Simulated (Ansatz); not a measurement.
## HfHICl2O: one change and its effect

System: HfHICl2O, SMILES [OH][Hf]([Cl])([Cl])[I].
Method of run A: RKS SPW92/def2-TZVPP (Ansatz 0.2.0).

The geometry comes from this level: PBE0-D4/def2-TZVP. Text and figures count atoms from 1; the logs count them from 0 in places.

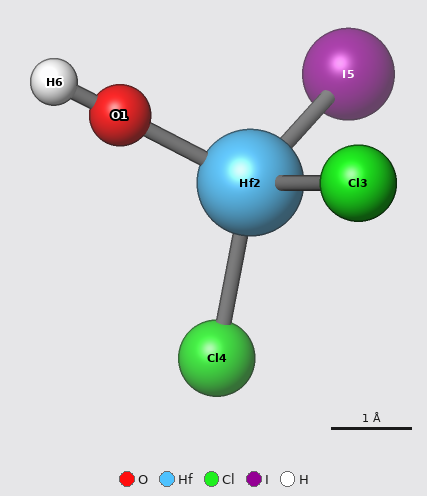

**Figure 1.** The structure (ball-and-stick view, seen at a tilt; atoms are numbered from 1 in the order of the input). Sticks mark near contacts.

Input, run A:
```yaml
crystal:
  periodic: [false, false, false]
  atoms:
    - {symbol: O, position_ang: [-0.292155, 0.190430, 1.445084]}
    - {symbol: Hf, position_ang: [0.082907, -0.129668, -0.367567]}
    - {symbol: Cl, position_ang: [2.101965, -1.286610, -0.536807]}
    - {symbol: Cl, position_ang: [-1.633213, -1.415308, -1.287320]}
    - {symbol: I, position_ang: [0.262668, 2.240683, -1.667250]}
    - {symbol: H, position_ang: [-0.480073, 0.336473, 2.367661]}
basis:
  gaussian: {orbitals: def2-TZVPP}
hamiltonian: {xc: lda}
output: {orbitals: {seedname: orbitals}}
```

Hardware: 4 CPU threads, shared host.

Output (run A):
```
Functional definition: SPW92
  exchange = slater_x
  correlation = pw_c
1523 factors; their error is unknown
mean field evaluation 1: about -36408.8393 eV, gradient 7.0e1 eV
mean field evaluation 2: about -36315.9010 eV, gradient 2.0e2 eV
mean field evaluation 4: about -36414.8679 eV, gradient 2.9e1 eV
mean field evaluation 8: about -36416.9971 eV, gradient 4.2e-1 eV
mean field evaluation 16: about -36416.9717 eV, gradient 5.3e-4 eV
mean field -36416.97172755 eV, -1338.2990266776 hartree, gradient 5.4e-5 eV, S^2 0.000000; 0 other end points of the search recorded, 0 dependent functions left out
reference -36416.97176661 eV, -1338.2990281129 hartree; 40, 40 occupied and 195, 195 virtual orbitals, 1523 factors
Total energy: -36416.97176661 eV, -1338.2990281129 hartree
```

For run B the input was changed thus:
```diff
-hamiltonian: {xc: lda}
+hamiltonian: {xc: {name: B97M-V}}
```

Predict how the results change.

The total energies belong to different methods, so their difference says nothing on which is more stable or more accurate. The HOMO goes from −7.07 to −7.19 eV. The LUMO goes from −2.72 to −2.26 eV.

Output (run B):
```
Functional definition: B97M-V
  parameter cx00 = 1.000
  parameter cx01 = 1.308
  parameter cx02 = 1.901
  parameter cx10 = 0.416
  parameter cx11 = 3.070
  parameter css00 = 1.000
  parameter css02 = -1.855
  parameter css10 = -5.668
  parameter css32 = -20.497
  parameter css42 = -20.364
  parameter cos00 = 1.000
  parameter cos01 = 1.573
  parameter cos03 = -6.298
  parameter cos10 = 2.535
  parameter cos32 = -6.427
  parameter b = 6.0
  parameter c = 0.01
  gx(w, u) = cx00 + cx01*u + cx02*u^2 + (cx10 + cx11*u)*w
  gss(w, u) = css00 + css02*u^2 + css10*w + (css32*w^3 + css42*w^4)*u^2
  gos(w, u) = cos00 + cos01*u + cos03*u^3 + cos10*w + cos32*w^3*u^2
  exchange = spin_sum(e_x_unif_s*gx(b97_w, b97_u_x))
  correlation = spin_sum(e_c_pw_mod_same_spin*gss(b97_w, b97_u_same))
      + integral(e_c_pw_mod_opposite_spin*gos(b97_w_opposite, b97_u_opposite)) + vv10(b, c)
1523 factors; their error is unknown
mean field evaluation 1: about -36512.1529 eV, gradient 6.5e1 eV
mean field evaluation 2: about -36439.3570 eV, gradient 1.9e2 eV
mean field evaluation 4: about -36518.8094 eV, gradient 1.7e1 eV
mean field evaluation 8: about -36519.5470 eV, gradient 1.2e-1 eV
mean field evaluation 16: about -36519.5274 eV, gradient 2.1e-4 eV
mean field -36519.52739730 eV, -1342.0678780262 hartree, gradient 4.2e-5 eV, S^2 0.000000; 0 other end points of the search recorded, 0 dependent functions left out
reference -36519.52745643 eV, -1342.0678801989 hartree; 40, 40 occupied and 195, 195 virtual orbitals, 1523 factors
Total energy: -36519.52745643 eV, -1342.0678801989 hartree
```

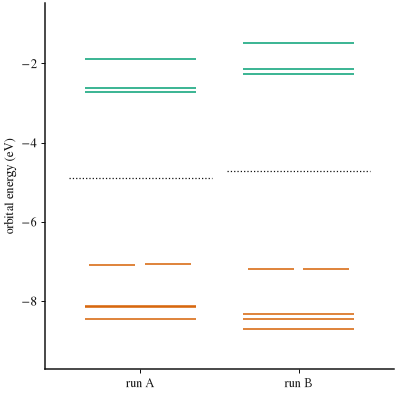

**Figure 2.** The five highest filled and three lowest empty orbital energies of the two runs; the dotted lines part filled from empty levels. The HOMO–LUMO gap is 4.34 eV in run A and 4.93 eV in run B.

The two runs side by side:

```csv
quantity,run A,run B
outcome,converged,converged
total energy (hartree),−1338.299028,−1342.067880
HOMO (eV),−7.07,−7.19
LUMO (eV),−2.72,−2.26
basis functions,235,235
wall time (shared host),1.4 s,6.5 s
```
